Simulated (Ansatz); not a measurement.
# LaAsRuO: from the listed structure to its properties, part 2 of 3

This session takes LaAsRuO and sets out to find the equilibrium cell.

Ansatz 0.2.0; DFT PBE, scalar-relativistic, plane waves, PAW. Earlier steps stand in the parts before.

## (3) Coarse relaxation

Contents of input.yaml:

```yaml
crystal:
  lattice:
    - [4.11954, 0.0, 0.0]
    - [0.0, 4.11954, 0.0]
    - [0.0, 0.0, 8.49128]
  atoms:
    - { symbol: La, position: [0.5, 0.0, 0.13338] }
    - { symbol: La, position: [0.0, 0.5, 0.86662] }
    - { symbol: As, position: [0.5, 0.0, 0.6664] }
    - { symbol: As, position: [0.0, 0.5, 0.3336] }
    - { symbol: Ru, position: [0.0, 0.0, 0.5] }
    - { symbol: Ru, position: [0.5, 0.5, 0.5] }
    - { symbol: O, position: [0.0, 0.0, 0.0] }
    - { symbol: O, position: [0.5, 0.5, 0.0] }
basis:
  ecutwfc: 420
kpoints:
  mp_grid: { grid: [6, 6, 4] }
hamiltonian:
  xc: pbe
scf:
  occupations: { method: gaussian, width: 0.1 }
output:
  forces: true
  stress: true
  eigenvalues: true
relax:
  adjacent_minimum: "off"
  f_tol: 0.05
  max_steps: 80
  cell: { stress_tol: 0.5 }
```

Command:

```bash
$ ansatz run input.yaml --threads 2 --pin off --max-ram 5120MiB --backend cpu --events-out ev --progress --plain --runs-dir out
```

Output:

```text
Warning: RAYON_NUM_THREADS=2 ignored (pool sized by the plan → 2); use --threads N
Engine: ansatz 0.2.0, x86_64-unknown-linux-gnu
Pseudopotentials: kind: paw
Pseudopotential: La, paw, valence charge 11, recommended cutoff 420 eV (normal), La.paw.azcp
Pseudopotential: As, paw, valence charge 15, recommended cutoff 420 eV (normal), As.paw.azcp
Pseudopotential: Ru, paw, valence charge 16, recommended cutoff 420 eV (normal), Ru.paw.azcp
Pseudopotential: O, paw, valence charge 6, recommended cutoff 420 eV (normal), O.paw.azcp
Functional definition: PBE
  parameter kappa = 0.804
  parameter beta = 0.06672455060314922
  exchange = pbe_x(kappa = kappa, mu = beta*pi^2/3)
  correlation = pbe_c(beta = beta)
Crystal: 8 atoms, lattice volume = 144.102 Å³
Basis set: ecut = 420 eV, 2805 PW (Γ), exchange–correlation on 60×60×120 points (8 copies of the dense FFT grid, shifted against one another)
Bands: 58, of which v1, the nominal top of the filled ones, is band 48 counted from 1 (47 counted from 0)
Symmetry: 16 space group operations
Space group: P4/nmm (ITA 129), of the structure as read, at distance tolerance 5.2e-5 Å
k-points: 30 of 144
Non-local potential: La, projectors of the file, l = 0: 3, l = 1: 2, l = 2: 2, l = 3: 3
Non-local potential: As, projectors of the file, l = 0: 2, l = 1: 2, l = 2: 3, l = 3: 1
Non-local potential: Ru, projectors of the file, l = 0: 3, l = 1: 2, l = 2: 2, l = 3: 1
Non-local potential: O, projectors of the file, l = 0: 2, l = 1: 2, l = 2: 1
PAW form: soft (Blöchl's): semilocal exchange-correlation on the pseudo side does not see the compensation charge
PAW one-centre angular grid: La, 590 points (default); XC on 64 Gauss nodes
PAW one-centre angular grid: As, 590 points (default); XC on 64 Gauss nodes
PAW one-centre angular grid: Ru, 590 points (default); XC on 64 Gauss nodes
PAW one-centre angular grid: O, 110 points (default); XC on 64 Gauss nodes
Initial density: superposition of atomic densities (neutral atoms: chi_scale 0, normalization atom), corrected by the library's trained network
Initial wavefunctions: pseudopotential atomic-orbital guess
Functional: x = pbe(κ = 0.804, μ = 0.2195149727645171), c = pbe(β = 0.06672455060314922)
SCF iter   1: F=—  HF=-35114.719322 eV  |F-HF|=—  |Δ(HF+E_count)|=         —  Δρ=4.36e-3  dr2=9.71e-3  ethr=1.77e-3  ⟨swp⟩=5.5  Hψ=5925  notcnv=0
preconditioner: auto → Kerker (q_TF=auto, 2.550 Å⁻¹)  [metal: Δε(μ)=0.007 eV  Ē_g=9.627 eV  σ=0.100 eV  W_gap=0.04  n_scr=38 (ndim 8)  ℏωp=23.1 eV  f_vac=0.000  D(μ)=4.33/eV (n_scr^D=38)]
SCF iter   2: F=—  HF=-35114.721215 eV  |F-HF|=—  |Δ(HF+E_count)|=   1.89e-3  Δρ=2.13e-3  dr2=2.94e-3  ethr=1.01e-5  ⟨swp⟩=2.0  Hψ=3392  notcnv=0
SCF iter   3: F=—  HF=-35114.721492 eV  |F-HF|=—  |Δ(HF+E_count)|=   2.77e-4  Δρ=4.95e-4  dr2=3.76e-4  ethr=3.06e-6  ⟨swp⟩=2.0  Hψ=2133  notcnv=0
SCF iter   4: F=—  HF=-35114.721459 eV  |F-HF|=—  |Δ(HF+E_count)|=   3.33e-5  Δρ=1.89e-4  dr2=9.96e-5  ethr=3.92e-7  ⟨swp⟩=2.1  Hψ=2311  notcnv=0
SCF iter   5: F=—  HF=-35114.721456 eV  |F-HF|=—  |Δ(HF+E_count)|=   3.51e-6  Δρ=1.05e-4  dr2=2.62e-5  ethr=1.04e-7  ⟨swp⟩=2.0  Hψ=2067  notcnv=0
SCF iter   6: F=—  HF=-35114.721452 eV  |F-HF|=—  |Δ(HF+E_count)|=   3.47e-6  Δρ=4.17e-5  dr2=7.79e-6  ethr=2.73e-8  ⟨swp⟩=2.1  Hψ=2415  notcnv=0
SCF iter   7: F=—  HF=-35114.721451 eV  |F-HF|=—  |Δ(HF+E_count)|=   1.04e-6  Δρ=1.23e-5  dr2=1.38e-6  ethr=8.12e-9  ⟨swp⟩=2.3  Hψ=2966  notcnv=0
SCF iter   8: F=—  HF=-35114.721451 eV  |F-HF|=—  |Δ(HF+E_count)|=   2.57e-7  Δρ=6.82e-6  dr2=4.36e-7  ethr=1.44e-9  ⟨swp⟩=2.0  Hψ=2763  notcnv=0
SCF iter   9: F=-35114.721451 eV  HF=-35114.721451 eV  |F-HF|=7.13e-8  |Δ(HF+E_count)|=   1.23e-7  Δρ=4.29e-6  dr2=9.79e-8  ethr=1.04e-10  ⟨swp⟩=10.1  Hψ=8840  notcnv=0
SCF 1 converged in 9 iterations: F = -35114.721451 eV  dr2 = 9.79e-8
relax step   1: F+E_penalty+E_count = -35114.72145059 eV  Δ(F+E_penalty+E_count) = +0.000e0 eV  max|allowed force component| = 1.426e0 eV/Å  Δτ_max = 0.0000 Å  P = +0.895 GPa  Ω = 144.102 Å³  (9 SCF iters, dr2 threshold 1.00e-7 eV, accepted)
Crystal: 8 atoms, lattice volume = 151.684 Å³
Basis set: ecut = 420 eV, 2925 PW (Γ), exchange–correlation on 60×60×120 points (8 copies of the dense FFT grid, shifted against one another)
Initial density: handed on by an earlier stage of this run
Initial wavefunctions: those handed on with the density
iter 1 solved again at ethr=9.26e-4 eV; its pass at ethr=3.10e-3 eV (dr2=8.89e-1 eV) is discarded
SCF iter   1: F=—  HF=-35114.973936 eV  |F-HF|=—  |Δ(HF+E_count)|=         —  Δρ=1.73e-2  dr2=8.92e-1  ethr=9.26e-4  ⟨swp⟩=1.3  Hψ=9675  notcnv=0
preconditioner: auto → Resta (q_TF=auto, 2.528 Å⁻¹)  ε∞=6.6  [insulator: Δε(μ)=0.137 eV  Ē_g=9.505 eV  σ=0.100 eV  W_gap=0.62  n_scr=38 (ndim 8)  ℏωp=22.6 eV  f_vac=0.002  D(μ)=0.73/eV (n_scr^D=2)  ε∞_Penn≈6.6]
SCF iter   2: F=—  HF=-35114.883671 eV  |F-HF|=—  |Δ(HF+E_count)|=   9.03e-2  Δρ=6.85e-3  dr2=1.87e-1  ethr=9.26e-4  ⟨swp⟩=3.5  Hψ=2364  notcnv=0  defer=1
SCF iter   3: F=—  HF=-35114.863199 eV  |F-HF|=—  |Δ(HF+E_count)|=   2.05e-2  Δρ=2.42e-3  dr2=1.61e-2  ethr=1.95e-4  ⟨swp⟩=3.0  Hψ=2434  notcnv=0  defer=157
SCF iter   4: F=—  HF=-35114.861051 eV  |F-HF|=—  |Δ(HF+E_count)|=   2.15e-3  Δρ=8.13e-4  dr2=1.42e-3  ethr=1.68e-5  ⟨swp⟩=2.1  Hψ=2405  notcnv=0  defer=157
SCF iter   5: F=—  HF=-35114.860695 eV  |F-HF|=—  |Δ(HF+E_count)|=   3.56e-4  Δρ=2.39e-4  dr2=1.68e-4  ethr=1.48e-6  ⟨swp⟩=2.0  Hψ=2993  notcnv=0  defer=157
SCF iter   6: F=—  HF=-35114.860651 eV  |F-HF|=—  |Δ(HF+E_count)|=   4.39e-5  Δρ=7.33e-5  dr2=1.19e-5  ethr=1.75e-7  ⟨swp⟩=2.5  Hψ=2776  notcnv=0  defer=157
SCF iter   7: F=—  HF=-35114.860649 eV  |F-HF|=—  |Δ(HF+E_count)|=   1.88e-6  Δρ=3.08e-5  dr2=1.71e-6  ethr=1.24e-8  ⟨swp⟩=2.0  Hψ=3002  notcnv=0  defer=157
SCF iter   8: F=-35114.860649 eV  HF=-35114.860649 eV  |F-HF|=7.46e-8  |Δ(HF+E_count)|=   3.50e-7  Δρ=1.22e-5  dr2=2.37e-7  ethr=8.33e-10  ⟨swp⟩=14.0  Hψ=9531  notcnv=0
SCF 2 converged in 8 iterations: F = -35114.860649 eV  dr2 = 2.37e-7
relax step   2: F+E_penalty+E_count = -35114.86064905 eV  Δ(F+E_penalty+E_count) = -1.392e-1 eV  max|allowed force component| = 9.590e-1 eV/Å  Δτ_max = 0.1947 Å  P = -2.965 GPa  Ω = 151.684 Å³  energy of the carried Pulay correction = -8.138e-3 eV  (8 SCF iters, dr2 threshold 8.00e-7 eV, accepted)
Crystal: 8 atoms, lattice volume = 147.131 Å³
Basis set: ecut = 420 eV, 2813 PW (Γ), exchange–correlation on 60×60×120 points (8 copies of the dense FFT grid, shifted against one another)
iter 1 solved again at ethr=1.61e-4 eV; its pass at ethr=3.10e-3 eV (dr2=1.55e-1 eV) is discarded
SCF iter   1: F=—  HF=-35114.991692 eV  |F-HF|=—  |Δ(HF+E_count)|=         —  Δρ=6.97e-3  dr2=1.55e-1  ethr=1.61e-4  ⟨swp⟩=1.3  Hψ=9757  notcnv=0
preconditioner: auto → Resta (q_TF=auto, 2.541 Å⁻¹)  ε∞=6.8  [insulator: Δε(μ)=0.114 eV  Ē_g=9.530 eV  σ=0.100 eV  W_gap=0.56  n_scr=38 (ndim 8)  ℏωp=22.9 eV  f_vac=0.000  D(μ)=2.32/eV (n_scr^D=16)  ε∞_Penn≈6.8]
SCF iter   2: F=—  HF=-35114.976081 eV  |F-HF|=—  |Δ(HF+E_count)|=   1.56e-2  Δρ=2.64e-3  dr2=2.86e-2  ethr=1.61e-4  ⟨swp⟩=2.2  Hψ=1951  notcnv=0
SCF iter   3: F=—  HF=-35114.972981 eV  |F-HF|=—  |Δ(HF+E_count)|=   3.10e-3  Δρ=8.53e-4  dr2=1.96e-3  ethr=2.98e-5  ⟨swp⟩=2.5  Hψ=2327  notcnv=0  defer=1
SCF iter   4: F=—  HF=-35114.972716 eV  |F-HF|=—  |Δ(HF+E_count)|=   2.65e-4  Δρ=3.08e-4  dr2=1.93e-4  ethr=2.04e-6  ⟨swp⟩=2.0  Hψ=2547  notcnv=0  defer=1
SCF iter   5: F=—  HF=-35114.972666 eV  |F-HF|=—  |Δ(HF+E_count)|=   5.04e-5  Δρ=9.69e-5  dr2=2.18e-5  ethr=2.01e-7  ⟨swp⟩=2.0  Hψ=3186  notcnv=0
SCF iter   6: F=—  HF=-35114.972663 eV  |F-HF|=—  |Δ(HF+E_count)|=   2.39e-6  Δρ=2.88e-5  dr2=1.76e-6  ethr=2.27e-8  ⟨swp⟩=2.0  Hψ=2296  notcnv=0
SCF iter   7: F=-35114.972663 eV  HF=-35114.972663 eV  |F-HF|=7.84e-8  |Δ(HF+E_count)|=   5.29e-8  Δρ=8.58e-6  dr2=1.03e-7  ethr=8.33e-10  ⟨swp⟩=10.7  Hψ=8453  notcnv=0
SCF 3 converged in 7 iterations: F = -35114.972663 eV  dr2 = 1.03e-7
relax step   3: F+E_penalty+E_count = -35114.97266319 eV  Δ(F+E_penalty+E_count) = -1.120e-1 eV  max|allowed force component| = 1.049e-1 eV/Å  Δτ_max = 0.0642 Å  P = -0.350 GPa  Ω = 147.131 Å³  energy of the carried Pulay correction = -3.301e-3 eV  (7 SCF iters, dr2 threshold 8.00e-7 eV, accepted)
[... 13 lines left out ...]
relax step   4: F+E_penalty+E_count = -35114.96582820 eV  Δ(F+E_penalty+E_count) = +6.835e-3 eV  max|allowed force component| = 2.494e-1 eV/Å  Δτ_max = 0.0252 Å  P = -0.518 GPa  Ω = 148.612 Å³  energy of the carried Pulay correction = -4.892e-3 eV  (8 SCF iters, dr2 threshold 7.36e-7 eV, rejected (line search))
[... 14 lines left out ...]
relax step   5: F+E_penalty+E_count = -35114.97458599 eV  Δ(F+E_penalty+E_count) = -1.923e-3 eV  max|allowed force component| = 9.806e-3 eV/Å  Δτ_max = 0.0068 Å  P = -0.095 GPa  Ω = 147.293 Å³  energy of the carried Pulay correction = -3.476e-3 eV  (8 SCF iters, accepted)
Initial wavefunctions: pseudopotential atomic-orbital guess (no wavefunctions were taken with the density)
iter 1 solved again at ethr=2.50e-7 eV; its pass at ethr=3.10e-3 eV (dr2=2.40e-4 eV) is discarded
SCF iter   1: F=—  HF=-35114.978398 eV  |F-HF|=—  |Δ(HF+E_count)|=         —  Δρ=1.19e-4  dr2=2.71e-6  ethr=2.50e-7  ⟨swp⟩=3.7  Hψ=10941  notcnv=0
preconditioner: auto → Resta (q_TF=auto, 2.540 Å⁻¹)  ε∞=6.7  [insulator: Δε(μ)=0.118 eV  Ē_g=9.573 eV  σ=0.100 eV  W_gap=0.54  n_scr=38 (ndim 8)  ℏωp=22.9 eV  f_vac=0.000  D(μ)=2.01/eV (n_scr^D=8)  ε∞_Penn≈6.7]
SCF iter   2: F=—  HF=-35114.978420 eV  |F-HF|=—  |Δ(HF+E_count)|=   2.17e-5  Δρ=5.81e-5  dr2=7.36e-7  ethr=2.83e-9  ⟨swp⟩=2.0  Hψ=2773  notcnv=0
SCF iter   3: F=—  HF=-35114.978431 eV  |F-HF|=—  |Δ(HF+E_count)|=   1.08e-5  Δρ=2.37e-5  dr2=9.22e-8  ethr=7.66e-10  ⟨swp⟩=2.0  Hψ=2194  notcnv=0
iter 4 did not close the SCF: its close was put off for the readings that it lacked (scf_convergence_deferred on its scf_iter line)
SCF iter   4: F=-35114.978433 eV  HF=-35114.978433 eV  |F-HF|=4.29e-10  |Δ(HF+E_count)|=   1.89e-6  Δρ=8.73e-7  dr2=5.06e-10  ethr=9.60e-11  ⟨swp⟩=2.0  Hψ=2855  notcnv=0
iter 5 did not close the SCF: its close was put off for the readings that it lacked (scf_convergence_deferred on its scf_iter line)
SCF iter   5: F=-35114.978433 eV  HF=-35114.978433 eV  |F-HF|=5.82e-11  |Δ(HF+E_count)|=  5.97e-10  Δρ=2.05e-7  dr2=3.17e-11  ethr=1.00e-12  ⟨swp⟩=2.0  Hψ=2836  notcnv=0
SCF iter   6: F=-35114.978433 eV  HF=-35114.978433 eV  |F-HF|=7.28e-12  |Δ(HF+E_count)|=  5.82e-11  Δρ=4.48e-8  dr2=3.23e-12  ethr=1.00e-12  ⟨swp⟩=4.0  Hψ=4876  notcnv=0
SCF 6 converged in 6 iterations: F = -35114.978433 eV  dr2 = 3.23e-12
relax step   6: F+E_penalty+E_count = -35114.97843264 eV  Δ(F+E_penalty+E_count) = -3.847e-3 eV  max|allowed force component| = 9.975e-3 eV/Å  Δτ_max = 0.0000 Å  P = -0.053 GPa  Ω = 147.293 Å³  stress off target by 1.05e-1 GPa  SCF on the basis re-selected at this cell (its energy is not comparable with the rows above)  (6 SCF iters)
basis re-selected at this cell: Δ(F+E_penalty+E_count) = -3.847e-3 eV, ΔP = +0.043 GPa vs the last step (what re-selecting the basis moved, of the pressure what is left beyond the Pulay correction that the steps carried, after the strain that the cell walked since its last selection, with what the two solves' SCF thresholds leave and, on support functions, any second-order correction that the steps lacked; it is no measure of the basis error at this ecutwfc). This SCF's stress stands 1.05e-1 GPa from its target on what of the cell is left free (relax.cell.stress_tol is 5.00e-1 GPa) and its largest allowed force component is 9.97e-3 eV/Å (relax.f_tol is 5.00e-2 eV/Å): within both
SCF converged after 6 iterations
Free energy (F): -35114.978433 eV
Harris-Foulkes:  -35114.978433 eV  (|F-HF|=7.28e-12)
Internal energy: -35114.968366 eV  (E = F + TS)
E sigma→0 (E₀):  -35114.973399 eV
Entropy (-TS):   -0.010066 eV (-1.258 meV/atom)
Fermi energy:    13.527779 eV
--- Per-component energies (eV) ---
  E_band       = -748.078527
  E_kinetic    = 1977.035351
  E_local      = -10366.890115  (includes V_loc(G=0)·N_el)
  E_nonlocal   = -359.990569
  E_hartree    = 4656.100707
  E_xc         = -968.582357
  E_vxc        = -1124.159439  (∫ρ·V_xc dr)
  E_paw        = -21746.592602  (= ΣΔE_a)
  E_vpaw       = -186.279732  (= ΣTr[D̂ρ^β])
  E_aug_tail   = 0.004489  (compensation charges beyond the density's cutoff)
  E_ewald      = -8306.053271
  E_smearing   = -0.010066  (= −TS)
  E_closure    = 0.000000  (closes the sum)
  Σ components = -35114.978433   (vs F -35114.978433, Δ=0.00e0)
--- Forces (eV/Å), atoms counted from 1 ---
  atom   1  La    -0.00000000     0.00000000     0.00997452
  atom   2  La     0.00000000    -0.00000000    -0.00997452
  atom   3  As     0.00000000    -0.00000000    -0.00914761
  atom   4  As    -0.00000000     0.00000000     0.00914761
  atom   5  Ru    -0.00000000     0.00000000    -0.00000000
  atom   6  Ru     0.00000000    -0.00000000    -0.00000000
  atom   7  O     -0.00000000     0.00000000    -0.00000000
  atom   8  O      0.00000000    -0.00000000     0.00000000
  max |Σ_I F_I| component: 1.65e-16 eV/Å
--- Stress (GPa, compression-positive) ---
       -0.104917       0.000000       0.000000
        0.000000      -0.104917      -0.000000
        0.000000      -0.000000       0.051834
  P = ⅓ Tr σ = -0.0527 GPa (-0.527 kbar)
--- Band table (eV; the first three rows and the last of 30) ---
  k-point 0: bands = ["-58.6250", "-58.5847", "-28.8441", "-28.8441", "-28.6227", "-28.6227", "-28.5543", "-28.5028", "-21.9335", "-21.9252", "-21.9214", "-21.9201", "-21.9094", "-21.9094", "-21.9060", "-21.9060", "-21.8933", "-21.8917", "-18.6912", "-18.4887", "-5.6480", "-4.5008", "-2.5896", "-2.5896", "-2.1762", "-2.1152", "-2.1152", "-1.0577", "1.7112", "2.4810", "8.1696", "8.7208", "9.0272", "9.1031", "9.1031", "9.2524", "9.2524", "9.5753", "9.9467", "10.5282", "10.5282", "10.8523", "10.8523", "12.3671", "13.2411", "13.5545", "13.7991", "13.7991", "14.7806", "14.9036", "15.7019", "15.8917", "15.9691", "16.1264", "16.2451", "16.2451", "16.2689", "16.2689"]
  k-point 1: bands = ["-58.6250", "-58.5847", "-28.8441", "-28.8441", "-28.6227", "-28.6227", "-28.5543", "-28.5028", "-21.9335", "-21.9252", "-21.9214", "-21.9201", "-21.9094", "-21.9094", "-21.9060", "-21.9060", "-21.8933", "-21.8917", "-18.6911", "-18.4889", "-5.6472", "-4.5008", "-2.5900", "-2.5900", "-2.1924", "-2.1147", "-2.1147", "-1.0330", "1.6936", "2.4933", "8.0714", "8.7408", "8.9910", "8.9910", "9.0165", "9.4256", "9.4256", "9.6610", "9.9467", "10.3555", "10.3555", "10.9707", "10.9707", "12.4436", "13.2943", "13.5537", "13.8032", "13.8032", "14.6170", "14.9036", "15.4303", "15.9684", "16.0287", "16.1267", "16.1267", "16.2991", "16.2991", "16.3193"]
  k-point 2: bands = ["-58.6250", "-58.5847", "-28.8441", "-28.8441", "-28.6227", "-28.6227", "-28.5543", "-28.5028", "-21.9335", "-21.9252", "-21.9214", "-21.9201", "-21.9094", "-21.9094", "-21.9060", "-21.9060", "-21.8933", "-21.8917", "-18.6910", "-18.4890", "-5.6464", "-4.5008", "-2.5903", "-2.5903", "-2.2080", "-2.1143", "-2.1143", "-1.0088", "1.6763", "2.5053", "7.9879", "8.7512", "8.9325", "8.9325", "9.0060", "9.5670", "9.5670", "9.7414", "9.9468", "10.2031", "10.2031", "11.0468", "11.0468", "12.5259", "13.3515", "13.5528", "13.8081", "13.8081", "14.4859", "14.9036", "15.2345", "15.9678", "16.0381", "16.0381", "16.0867", "16.3315", "16.3637", "16.3637"]
  k-point 29: bands = ["-58.6046", "-58.6046", "-28.8741", "-28.8741", "-28.6007", "-28.6007", "-28.5256", "-28.5256", "-21.9275", "-21.9275", "-21.9202", "-21.9202", "-21.9150", "-21.9150", "-21.9119", "-21.9119", "-21.8930", "-21.8930", "-18.5128", "-18.5128", "-6.0975", "-6.0975", "-2.4668", "-2.4668", "-2.4113", "-2.4113", "-0.4688", "-0.4688", "2.6432", "2.6432", "8.1701", "8.1701", "8.9944", "8.9944", "10.1595", "10.1595", "10.2192", "10.2192", "10.5864", "10.5864", "11.2205", "11.2205", "11.2838", "11.2838", "11.6206", "11.6206", "12.8071", "12.8071", "13.0895", "13.0895", "15.1275", "15.1275", "16.0788", "16.0788", "16.1927", "16.1927", "16.2358", "16.2358"]
--- Relaxed structure (5 steps of the walk, 4 accepted, 1 SCFs on fresh bases) ---
  F+E_penalty+E_count = -35114.97843264 eV   max|allowed force component| = 9.975e-3 eV/Å   (the final SCF, on the basis selected at the relaxed cell)
  cell:  # Å, volume = 147.2931 Å³
    - [4.150162865341721, 1.324159780652591e-34, -2.4213207417647377e-33]
    - [-1.702491146553331e-34, 4.150162865341721, 6.053301854411844e-34]
    - [-4.36701630269777e-33, 1.2477189436279343e-33, 8.551695398090668]
  atoms:
    - { symbol: La, position: [0.5, -9.204121280561351e-35, 0.13951407542490524] }
    - { symbol: La, position: [-1.5294912013682033e-32, 0.5, 0.8604859245750948] }
    - { symbol: As, position: [0.5, 8.897317237875974e-34, 0.6504638803013943] }
    - { symbol: As, position: [1.649583069505051e-32, 0.5, 0.34953611969860565] }
    - { symbol: Ru, position: [1.3270005331958533e-32, -7.114931847037108e-34, 0.5] }
    - { symbol: Ru, position: [0.5, 0.5, 0.5] }
    - { symbol: O, position: [-1.4780649999276064e-32, -3.2579667389923517e-34, -2.170631157169894e-19] }
    - { symbol: O, position: [0.5, 0.5, -2.170631157169894e-19] }
```

Wall time 70 s (2 threads of Intel Xeon at 2.70GHz, shared host); peak memory 0.64 GiB.

Relaxation path:

| step | E - E(step 1) (eV/cell) | largest force component (eV/Å) | pressure (GPa) | volume (Å³) |
| --- | --- | --- | --- | --- |
| 1 | 0.0000 | 1.4257 | 0.90 | 144.10 |
| 2 | -0.1392 | 0.9590 | -2.97 | 151.68 |
| 3 | -0.2512 | 0.1049 | -0.35 | 147.13 |
| 4 | -0.2444 | 0.2494 | -0.52 | 148.61 |
| 5 | -0.2531 | 0.0098 | -0.10 | 147.29 |
| 6 | -0.2570 | 0.0100 | -0.05 | 147.29 |

Step 1 is the start. Step 6 repeats the geometry before it on a plane-wave basis chosen anew for that cell, so its energy need not be comparable with the rows above. Step 4 was tried and not accepted.

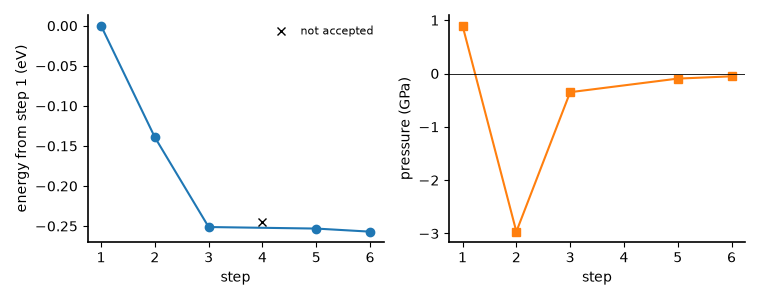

Energy and pressure along the relaxation.

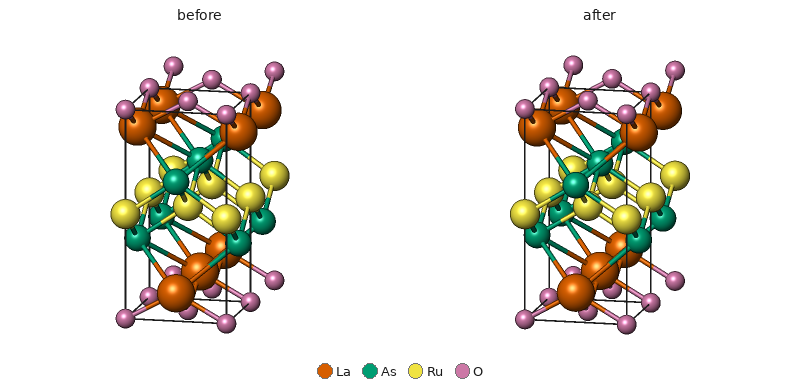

The structure before (left) and after (right) the relaxation, drawn at the same scale.

|  | before | after | change |
| --- | --- | --- | --- |
| a (Å) | 4.120 | 4.150 | +0.7 % |
| b (Å) | 4.120 | 4.150 | +0.7 % |
| c (Å) | 8.491 | 8.552 | +0.7 % |
| volume (Å³/atom) | 18.01 | 18.41 | +2.2 % |
| shortest distance (Å) | 2.351 | 2.394 | +1.8 % |
| space group (0.01 Å) | P4/nmm | P4/nmm | same |

Forces and stress were held to the start's 16 operations: a distortion of lower symmetry was not tested.

[end of part 2 of 3]
